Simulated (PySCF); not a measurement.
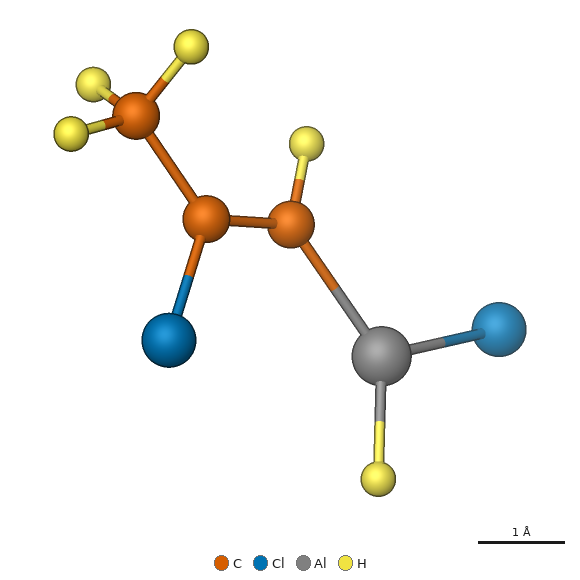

A ball-and-stick model of a molecule. Every bond is drawn as one stick, whatever its order.

The geometry was computed by an optimisation with PBE0-D3(BJ)/def2-SVP. No frequency run is at hand to confirm it as a minimum.

Give the formula.

C3H5AlCl2, 11 atoms: 3 carbon, 5 hydrogen, 1 aluminium and 2 chlorine.

Name some functional groups or characteristic bonds that it holds.

Among them: alkene, C–Cl bond.

Give a SMILES string for it.

C/C(Cl)=[CH]/[AlH][Cl]

More results for the same structure follow; atom numbers are the same in all pictures, views and colours differ.

### Shape

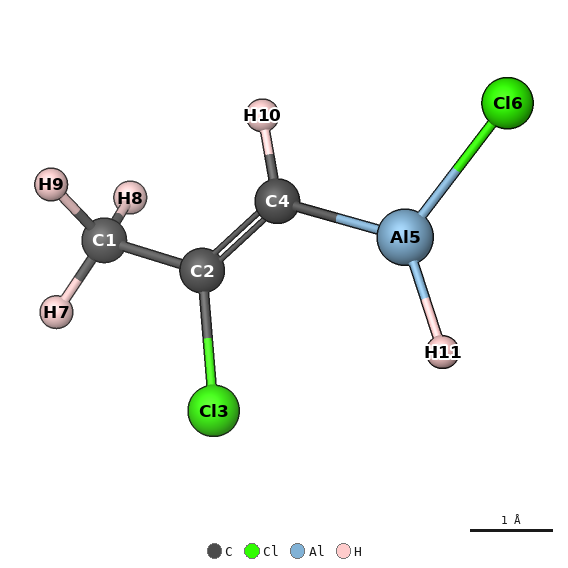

Numbered structure. No frequency run is at hand to confirm it as a minimum.

Which atoms are bonded, and how long are the bonds?

```
   bond  length (Å)
  C1–C2       1.501
  C1–H7       1.096
  C1–H8       1.101
  C1–H9       1.101
 C2–Cl3       1.752
  C2–C4       1.343
 C4–Al5       1.932
 C4–H10       1.099
Al5–Cl6       2.115
Al5–H11       1.574
```

### NMR shielding

The questions are on isotropic NMR shieldings of the H atoms. No frequency run is at hand to confirm it as a minimum. Properties computed with GIAO PBE0/6-311+G(2d,p) NMR shielding, non-relativistic, gas phase (PySCF 2.14.0).

Which H atom is the most shielded (lowest chemical shift)?

H7 (29.65 ppm).

Which H atom is the least shielded (highest chemical shift)?

H10 (25.74 ppm).

How wide is the range of H shifts?

3.91 ppm.

List the isotropic NMR shieldings of the H atoms.

```csv
atom,σ (ppm)
H7,29.65
H8,28.90
H9,28.88
H10,25.74
H11,25.95
```

### Levels of theory compared

No frequency run is at hand to confirm it as a minimum. Program: PySCF 2.14.0.

Tabulate dipole (D), HOMO–LUMO gap (eV), HOMO energy (eV) at these levels: B3LYP/def2-TZVP; LC-wPBE/pcSseg-1; PBE0/IGLO-III; PBE0/pcSseg-0; PBE0/pcSseg-1; mPW1PW91/pcSseg-1.

| level | dipole (D) | HOMO–LUMO gap (eV) | HOMO energy (eV) |
| --- | --- | --- | --- |
| B3LYP/def2-TZVP | 2.71 | 5.35 | −7.34 |
| LC-wPBE/pcSseg-1 | 2.88 | 10.45 | −10.35 |
| PBE0/IGLO-III | 2.61 | 5.78 | −7.53 |
| PBE0/pcSseg-0 | 3.40 | 5.78 | −7.86 |
| PBE0/pcSseg-1 | 2.93 | 5.76 | −7.68 |
| mPW1PW91/pcSseg-1 | 2.93 | 5.77 | −7.71 |

### Quadrupole coupling

No frequency run is at hand to confirm it as a minimum. Electric field gradients from the ground-state density, PBE0/6-311+G(2d,p) (PySCF 2.14.0), non-relativistic apart from any core potentials.

Give the largest field-gradient component, the quadrupole coupling constant and the asymmetry for 35Cl at Cl3 (Q = −81.7 mb), 27Al at Al5 (Q = 146.6 mb), 35Cl at Cl6 (Q = −81.7 mb).

```json
{"atom": "Cl3", "V_zz (a.u.)": "3.311", "e²qQ/h (MHz)": "−63.6", "η": "0.17"}
{"atom": "Al5", "V_zz (a.u.)": "1.186", "e²qQ/h (MHz)": "40.9", "η": "0.68"}
{"atom": "Cl6", "V_zz (a.u.)": "1.123", "e²qQ/h (MHz)": "−21.6", "η": "0.55"}
```
